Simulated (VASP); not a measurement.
Consider the following.

```yaml
crystal:
  lattice:
    - [1.79039, -3.10105, 0.00000]
    - [1.79039, 3.10105, 0.00000]
    - [0.00000, 0.00000, 5.49658]
  atoms:
    - { symbol: Dy, position: [0.33333, 0.66667, 0.25000] }
    - { symbol: Dy, position: [0.66667, 0.33333, 0.75000] }
```

Calculation: MS2 meta-GGA, VASP's PBE PAW potentials (set 64) (plane waves; VASP). Settings: 520 eV cut-off, 13×13×8 Γ-centred mesh, tetrahedra with Blöchl corrections, potentials Dy_3.

The 4f electrons are frozen in the core of the lanthanide potential, so 4f levels, which can set the real gap, and their magnetism are missing.

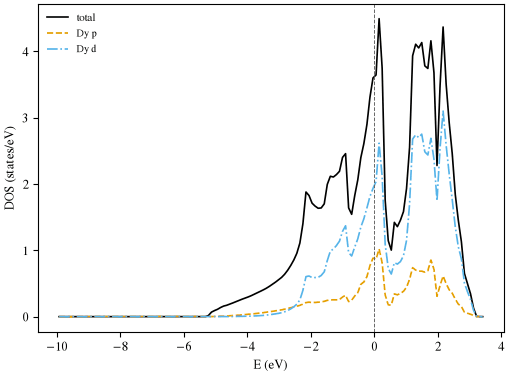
Figure. Total and projected density of states, zero at the Fermi level

Within 2 eV below the Fermi level the largest weight inside VASP's projection spheres is Dy d, then Dy p.

It has no gap at this level: it comes out as a metal or semimetal.

The compound is Dy in the hcp structure. It was relaxed first.
